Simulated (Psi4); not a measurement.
# SiF2 (SMILES F[Si]F) at FNO-CCSD(T)/cc-pVDZ (occ tolerance 1e-06, sweep point 6)

What is the energy change on altering one bond length of SiF2 at FNO-CCSD(T)/cc-pVDZ (occ tolerance 1e-06, sweep point 6)? 

Program for the calculation: Psi4 1.11.

**1. Starting point**

The species is SiF2 (3 atoms), meant as a singlet with charge 0. As SMILES, `F[Si]F`. Geometry: relaxed at GFN2-xTB.

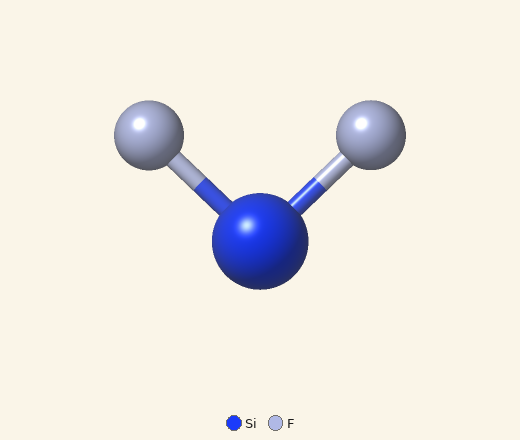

The structure, seen from a chosen angle (silicon blue, fluorine light blue).

**2. A single-point energy at FNO-CCSD(T)/cc-pVDZ (occ tolerance 1e-06, sweep point 6)**

The input, job.dat:

```
memory 1600 MB

molecule {
  Si     0.004220    -0.007680    -0.744810
  F      1.165930    -0.017340     0.380560
  F     -1.170150     0.025020     0.364240
  symmetry c1
}

set {
  basis           cc-pVDZ
  puream          true
  scf_type        pk
  num_frozen_docc 7
  occ_tolerance   1e-06
}

E, wfn = energy("fno-ccsd(t)", return_wfn=True)
```

The run is started by

```console
psi4 -i job.dat -o job.out -n 1
```

job.out:

```text
[...]
  Running in c1 symmetry.
[...]
  Nuclear repulsion =  100.838229127014060
[...]
  Multiplicity = 1
[...]
  Nalpha       = 16
  Nbeta        = 16
[...]
    Number of basis functions: 46
[...]
   @RHF iter   1:  -487.83468095111795   -8.94819e-01   8.66206e-03 DIIS/ADIIS
[...]
   @RHF iter  10:  -487.89311189177505   -5.68434e-12   7.82041e-09 DIIS
[...]
    Orbital Energies [Eh]
    ---------------------
    Doubly Occupied:
       1A    -68.892594     2A    -26.293950     3A    -26.293408
       4A     -6.229752     5A     -4.332382     6A     -4.331076
       7A     -4.330295     8A     -1.608625     9A     -1.577153
      10A     -0.786050    11A     -0.699480    12A     -0.689254
      13A     -0.673794    14A     -0.636905    15A     -0.618526
      16A     -0.417800
[...]
  @RHF Final Energy:  -487.89311189177505
   => Energetics <=
    Nuclear Repulsion Energy =            100.8382291270140598
    One-Electron Energy =                -880.6405904242523093
    Two-Electron Energy =                 291.9092494054631857
    Total Energy =                       -487.8931118917750496
[...]
 Multipole Moments:
 ------------------------------------------------------------------------------------
     Multipole            Electronic (a.u.)      Nuclear  (a.u.)        Total (a.u.)
 ------------------------------------------------------------------------------------
 L = 1.  Multiply by 2.5417464519 to convert [e a0] to [Debye]
 Dipole X            :          0.0032668           -0.0053135           -0.0020467
 Dipole Y            :          0.1116521           -0.9079333           -0.7962812
 Dipole Z            :         -0.0000000            0.0000000           -0.0000000
 Magnitude           :                                                    0.7962838
[...]
      * MP2 total energy:                   -488.345541105386
[...]
      * MP2 total energy:                   -488.345541105386
[...]
      * MP3 total energy:                   -488.347105554053
[...]
      * CCSD total energy:                  -488.358368725582
[...]
      * CCSD(T) total energy                -488.367069080857
[...]
```

It took 6.6 s on 1 thread of Intel Xeon Platinum 8259CL at 2.50GHz (Skylake/Cascade Lake), shared host; peak memory 0.28 GiB.

**3. The distorted shape, same level**

The input, input.dat:

```
memory 1600 mb

molecule system {
  0 1
  Si    -0.576661    -0.002850    -1.307520
  F      1.165930    -0.017340     0.380560
  F     -1.751031     0.029850    -0.198470
  units angstrom
  symmetry c1
}

set {
  basis cc-pVDZ
  puream true
  scf_type pk
  num_frozen_docc 7
  occ_tolerance 1e-06
}

result = energy('fno-ccsd(t)')
print_variables()
```

The run is started by

```console
psi4 -i input.dat -o output.dat -n 1
```

output.dat:

```text
[...]
  Running in c1 symmetry.
[...]
  Nuclear repulsion =   83.163255960924772
[...]
  Multiplicity = 1
[...]
  Nalpha       = 16
  Nbeta        = 16
[...]
    Number of basis functions: 46
[...]
   @RHF iter   1:  -487.64589433145494   -1.17657e+00   1.16890e-02 ADIIS/DIIS
[...]
   @RHF iter  12:  -487.77388222813119   -8.52651e-13   6.42035e-09 DIIS
[...]
    Orbital Energies [Eh]
    ---------------------
    Doubly Occupied:
       1A    -68.976964     2A    -26.356445     3A    -26.127336
       4A     -6.306498     5A     -4.407385     6A     -4.406788
       7A     -4.404818     8A     -1.648436     9A     -1.361928
      10A     -0.805289    11A     -0.712920    12A     -0.708983
      13A     -0.546678    14A     -0.465796    15A     -0.464708
      16A     -0.424543
[...]
  @RHF Final Energy:  -487.77388222813119
   => Energetics <=
    Nuclear Repulsion Energy =             83.1632559609247721
    One-Electron Energy =                -845.6232447487872150
    Two-Electron Energy =                 274.6861065597312859
    Total Energy =                       -487.7738822281311855
[...]
 Multipole Moments:
 ------------------------------------------------------------------------------------
     Multipole            Electronic (a.u.)      Nuclear  (a.u.)        Total (a.u.)
 ------------------------------------------------------------------------------------
 L = 1.  Multiply by 2.5417464519 to convert [e a0] to [Debye]
 Dipole X            :          1.2010479            0.2307057            1.4317536
 Dipole Y            :         -1.0018673           -1.1365846           -2.1384519
 Dipole Z            :         -0.0000000           -0.0000000           -0.0000000
 Magnitude           :                                                    2.5734986
[...]
      * MP2 total energy:                   -488.237281542430
[...]
      * MP2 total energy:                   -488.237281542430
[...]
      * MP3 total energy:                   -488.233497683371
[...]
      * CCSD total energy:                  -488.249485163084
[...]
      * CCSD(T) total energy                -488.261658597418
[...]
```

Run time: 7.5 s. Hardware: 1 thread of Intel Xeon Platinum 8259CL at 2.50GHz (Skylake/Cascade Lake), shared host; peak memory 0.3 GiB.

**4. What came out**

At FNO-CCSD(T)/cc-pVDZ (occ tolerance 1e-06, sweep point 6), 7 core orbitals frozen:

```
                                                          quantity          value
                                         first shape: total energy  -488.36707 Eh
                  first shape: HOMO energy (Hartree–Fock orbitals)      -11.37 eV
                  first shape: LUMO energy (Hartree–Fock orbitals)        1.04 eV
                first shape: HOMO–LUMO gap (Hartree–Fock orbitals)       12.41 eV
          first shape: correlation energy (7 core orbitals frozen)     -474.0 mEh
                                       first shape: (T) correction      -8.70 mEh
                                        first shape: T1 diagnostic          0.016
                                     distorted shape: total energy  -488.26166 Eh
              distorted shape: HOMO energy (Hartree–Fock orbitals)      -11.55 eV
              distorted shape: LUMO energy (Hartree–Fock orbitals)       -0.65 eV
            distorted shape: HOMO–LUMO gap (Hartree–Fock orbitals)       10.91 eV
      distorted shape: correlation energy (7 core orbitals frozen)     -487.8 mEh
                                   distorted shape: (T) correction     -12.17 mEh
                                    distorted shape: T1 diagnostic          0.029
energy change with the Si1–F2 bond stretched from 1.617 to 2.426 Å       2.868 eV
```

In words: With the Si1–F2 bond stretched from 1.617 to 2.426 Å the energy rises by 2.87 eV (66 kcal/mol). The first shape isn't relaxed at this level, so the change isn't measured from a minimum. The triples (first shape) make up 1.8 % of the correlation energy. The T1 diagnostic (distorted shape) of 0.029 is above the customary mark for such species, so a single reference may not serve. The triples (distorted shape) make up 2.5 % of the correlation energy.
